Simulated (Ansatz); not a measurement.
H4C: several calculations on one system

## 1. Relaxation

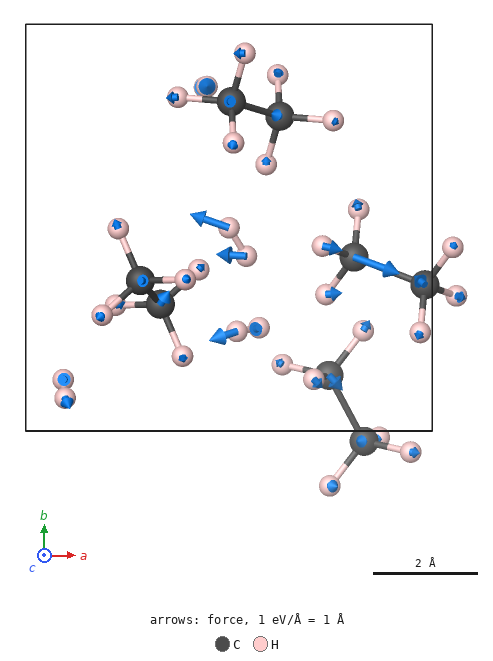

Starting geometry of an amorphous cell of composition H4C with the computed forces as blue arrows. The picture is a ball-and-stick view of the cell of the calculation (origin shifted), seen along the c axis.

The cell holds 4 C2H6 + 4 H2. The run prepares the start of a later molecular dynamics calculation, from a guessed geometry.

Method: DFT PBE-D3(BJ), scalar-relativistic, plane waves, PAW (Ansatz 0.2.0). Set-up: plane-wave cutoff 420 eV; k-point mesh 1 × 1 × 1; occupations fermi dirac; smearing width 0.05 eV; no spin polarisation; atoms relaxed in a fixed cell; force threshold 0.3 eV/Å; at most 15 steps.

> Is this structure relaxed? If not, where do the atoms go?

It isn't relaxed: the largest force vector, on a C atom, is 1.01 eV/Å. The final displacements follow the starting forces only in part (cosine between the two patterns 0.49). An H atom moves most: 1.09 Å roughly along [−2 1 −1]. By element the largest moves are H 1.09 Å, C 0.42 Å. The cell doesn't change. Near-neighbour distances that change, for instance: C–H 1.093 → 1.111 Å, H–H 0.737 → 0.748 Å. After 6 accepted moves (7 points after the start) the energy has fallen by 34.8 meV per atom. Largest force component: 0.89 eV/Å at the start, 0.25 eV/Å at the end. 1 step only repeated the SCF at the same geometry.

Limits of the set-up: the program's low-accuracy preset was used; the periodic images lie only 7.9 Å apart, so the values are limited by the cell's size.

## 2. Dynamics

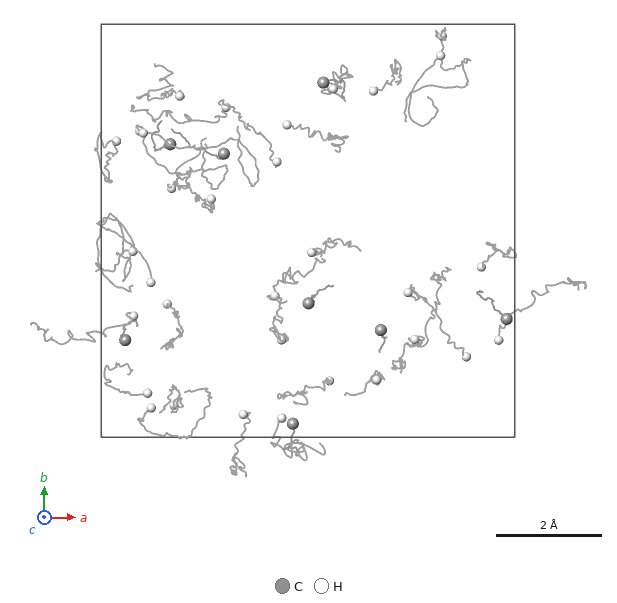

First-principles dynamics of a periodic cell with 4 C2H6 + 4 H2 at 0.437 g/cm³, 188 fs long. Lines trace each atom's path, in the colour of its element; spheres stand at the starting positions. Seen along the c axis in the simulation cell.

Theory: DFT PBE-D3(BJ), scalar-relativistic, plane waves, PAW in Ansatz. Run with plane-wave cutoff 420 eV; k-point mesh 1 × 1 × 1; Fermi-Dirac smearing 0.05 eV; low-accuracy preset; Langevin thermostat (NVT); set temperature 350 K; time step 0.75 fs; friction 0.02 per fs.

Describe the motion.

Root-mean-square distances from the starting positions over the second half, with the common drift of all atoms taken out: H 1.24 Å, C 0.57 Å. The heavy atoms stay within a fraction of a molecule's size of their starting places, while the hydrogen atoms travel further, as molecules turn; so short a run doesn't tell a liquid from a solid. The mean temperature in the second half is 342 K (standard deviation 31 K). The potential energy in the second half lies on average 22.6 meV per atom above the first frame.

Limits of the set-up: the program's low-accuracy preset was used; the periodic images lie only 7.9 Å apart, so the values are limited by the cell's size.

Cost: 7.3 min on 1 thread of Arm Neoverse V2 (shared host), peak memory 0.45 GiB.

## 3. Dynamics

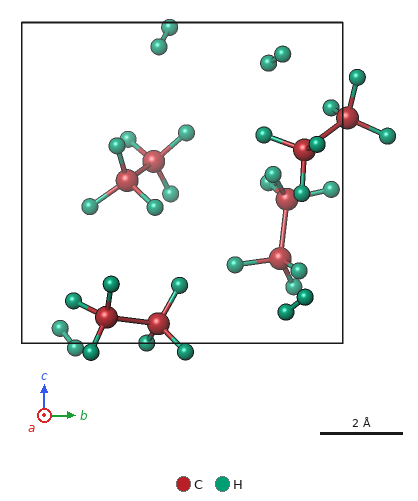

Starting frame of a dynamics run of a periodic cell with 4 C2H6 + 4 H2 at 0.437 g/cm³. It starts from the last geometry of an earlier run, with fresh velocities. Style: ball-and-stick. Shown: the simulation cell, along the a axis.

Theory: Ansatz, DFT PBE-D3(BJ), scalar-relativistic, plane waves, PAW.

Input
```yaml
accuracy: low
crystal:
  lattice:
    - [7.872994, 0.0, 0.0]
    - [0.0, 7.872994, 0.0]
    - [0.0, 0.0, 7.872994]
  atoms:
    - { symbol: C, position: [0.490194, 1.0108929, 0.6985395] }
    - { symbol: C, position: [0.59828603, 0.87698751, 0.59882003] }
    - { symbol: H, position: [0.36248829, 0.95998799, 0.73028481] }
    - { symbol: H, position: [0.53759062, 1.04140293, 0.82512446] }
    - { symbol: H, position: [0.48230254, 1.1357041, 0.64188235] }
    - { symbol: H, position: [0.72588843, 0.91634562, 0.61641066] }
    - { symbol: H, position: [0.57502234, 0.75042474, 0.64558057] }
    - { symbol: H, position: [0.59969122, 0.86837895, 0.46307393] }
    - { symbol: C, position: [0.15462787, 0.82262347, 0.44523135] }
    - { symbol: C, position: [0.17974484, 0.80118949, 0.26037829] }
    - { symbol: H, position: [0.26364685, 0.77914024, 0.52248259] }
    - { symbol: H, position: [0.13860955, 0.96024149, 0.47587171] }
    - { symbol: H, position: [0.04065071, 0.76412541, 0.49673856] }
    - { symbol: H, position: [0.07992348, 0.84350116, 0.17236063] }
    - { symbol: H, position: [0.30060185, 0.85980802, 0.22198683] }
    - { symbol: H, position: [0.20430365, 0.66078009, 0.24086382] }
    - { symbol: C, position: [0.57250494, 0.42125243, 0.0572517] }
    - { symbol: C, position: [0.68291861, 0.25959078, 0.07754687] }
    - { symbol: H, position: [0.63771657, 0.50575401, -0.0305459] }
    - { symbol: H, position: [0.45864292, 0.38523938, -0.0029876] }
    - { symbol: H, position: [0.54332463, 0.48754937, 0.17693072] }
    - { symbol: H, position: [0.60048686, 0.15711061, 0.12862875] }
    - { symbol: H, position: [0.73489507, 0.21127843, -0.03183649] }
    - { symbol: H, position: [0.77364744, 0.27449249, 0.18042042] }
    - { symbol: C, position: [0.93219296, 0.40692066, 0.56306239] }
    - { symbol: C, position: [1.09432385, 0.32406088, 0.5034992] }
    - { symbol: H, position: [0.97154834, 0.50892502, 0.65228924] }
    - { symbol: H, position: [0.85614306, 0.4597451, 0.46200827] }
    - { symbol: H, position: [0.84005912, 0.32701461, 0.63207256] }
    - { symbol: H, position: [1.07324995, 0.20790554, 0.42215645] }
    - { symbol: H, position: [1.16509594, 0.41123251, 0.41999358] }
    - { symbol: H, position: [1.18367812, 0.29262689, 0.61166786] }
    - { symbol: H, position: [0.08484865, 0.42322513, -0.07968843] }
    - { symbol: H, position: [-0.0030212, 0.45652786, -0.01911592] }
    - { symbol: H, position: [0.74724059, -0.18083217, 0.09356878] }
    - { symbol: H, position: [0.79946799, -0.1210035, 0.13994712] }
    - { symbol: H, position: [0.26028686, 0.76500777, 0.86926606] }
    - { symbol: H, position: [0.34111964, 0.80892323, 0.89728431] }
    - { symbol: H, position: [0.20997361, 0.16302915, 0.98182358] }
    - { symbol: H, position: [0.15177011, 0.11546331, 1.04285359] }
basis:
  ecutwfc: 420.0
kpoints:
  mp_grid: { grid: [1, 1, 1] }
hamiltonian:
  xc: pbe
  dispersion: d3bj
scf:
  occupations: { method: fermi_dirac, width: 0.05 }
  lower_state_search: "off"
md:
  timestep: 0.5
  n_steps: 370
  ensemble: nvt_langevin
  temperature: 350.0
  initial_velocities: maxwell_boltzmann
  seed: 252613
  friction: 0.005
```

Run as
```bash
ansatz run input.yaml --threads 1 --pin off --max-ram 3072MiB --backend cpu --events-out ev --progress --plain --runs-dir out
```

> Predict how the run goes.

Over the second half the temperature averages 361 K (spread ±24 K). The potential energy in the second half lies on average 2.9 meV per atom above the first frame. In the second half of the run the atoms are, in the root-mean-square, this far from where they began (common drift taken out): H 1.09 Å, C 0.56 Å. The heavy atoms stay within a fraction of a molecule's size of their starting places, while the hydrogen atoms travel further, as molecules turn; so short a run doesn't tell a liquid from a solid.

Along the run (each row but the first and the last is the mean over the interval that it begins):

| time (fs) | potential energy (meV/atom) | T (K) |
| --- | --- | --- |
| 0.0 | 0.0 | 341 |
| 23.0 | 1.4 | 326 |
| 46.0 | 0.4 | 333 |
| 69.0 | 0.7 | 345 |
| 92.0 | 0.2 | 365 |
| 115.0 | 3.4 | 364 |
| 138.0 | 7.0 | 339 |
| 161.0 | 0.9 | 378 |
| 184.0 | 3.4 | 371 |

The paths of the atoms:

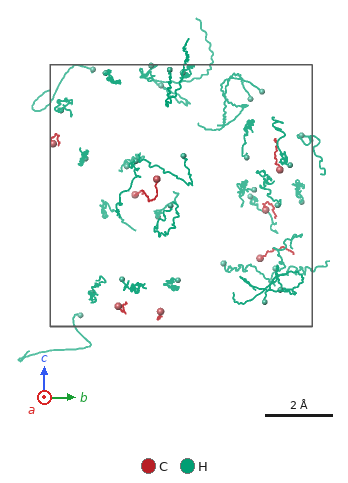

Limits of the set-up: the program's low-accuracy preset was used; the periodic images lie only 7.9 Å apart, so the values are limited by the cell's size.
